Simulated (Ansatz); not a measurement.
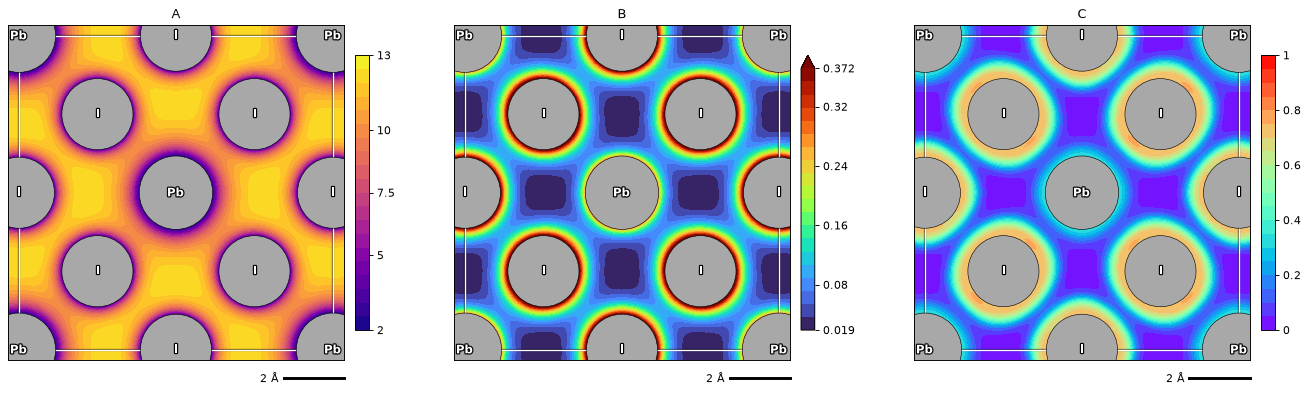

PbI7: 3 fields on the (010) plane of the conventional cell, with unlabelled colour scales. Grey discs cover the atomic cores.

Space group Fm-3m; a structure generated by program, which may or may not match a known phase; computed without spin polarisation.

All numbers below come from Ansatz, DFT PBE, scalar-relativistic, plane waves, PAW.

```cif
data_structure
_symmetry_space_group_name_H-M 'P 1'
_symmetry_Int_Tables_number 1
_cell_length_a 10.4665
_cell_length_b 10.4665
_cell_length_c 10.4665
_cell_angle_alpha 90.000
_cell_angle_beta 90.000
_cell_angle_gamma 90.000
_cell_volume 1146.59
loop_
_atom_site_label
_atom_site_type_symbol
_atom_site_fract_x
_atom_site_fract_y
_atom_site_fract_z
_atom_site_occupancy
Pb1 Pb 0.00000 0.00000 0.00000 1
Pb2 Pb 0.50000 0.50000 0.00000 1
Pb3 Pb 0.50000 0.00000 0.50000 1
Pb4 Pb 0.00000 0.50000 0.50000 1
I1 I 0.50000 0.00000 0.00000 1
I2 I 0.00000 0.50000 0.00000 1
I3 I 0.00000 0.00000 0.50000 1
I4 I 0.50000 0.50000 0.50000 1
I5 I 0.25000 0.00000 0.25000 1
I6 I 0.75000 0.50000 0.25000 1
I7 I 0.75000 0.00000 0.75000 1
I8 I 0.25000 0.50000 0.75000 1
I9 I 0.00000 0.25000 0.25000 1
I10 I 0.50000 0.75000 0.25000 1
I11 I 0.50000 0.25000 0.75000 1
I12 I 0.00000 0.75000 0.75000 1
I13 I 0.50000 0.25000 0.25000 1
I14 I 0.00000 0.75000 0.25000 1
I15 I 0.00000 0.25000 0.75000 1
I16 I 0.50000 0.75000 0.75000 1
I17 I 0.75000 0.00000 0.25000 1
I18 I 0.25000 0.50000 0.25000 1
I19 I 0.25000 0.00000 0.75000 1
I20 I 0.75000 0.50000 0.75000 1
I21 I 0.25000 0.25000 0.00000 1
I22 I 0.75000 0.75000 0.00000 1
I23 I 0.75000 0.25000 0.50000 1
I24 I 0.25000 0.75000 0.50000 1
I25 I 0.75000 0.25000 0.00000 1
I26 I 0.25000 0.75000 0.00000 1
I27 I 0.25000 0.25000 0.50000 1
I28 I 0.75000 0.75000 0.50000 1
```

### Which field does each panel show? The fields are: electron localisation function, electrostatic potential energy of an electron and valence pseudo-density.

Panel A: electrostatic potential energy of an electron (low next to the atoms, rising into the space between them). Panel B: valence pseudo-density. Panel C: electron localisation function. From the grid: Pb–I (3.70 Å): ρ is about 0.09 e/Å³ halfway; the ELF peaks at about 0.75 in the valence shell of I, 1.3 Å from its nucleus, and drops to about 0.10 between the two atoms.
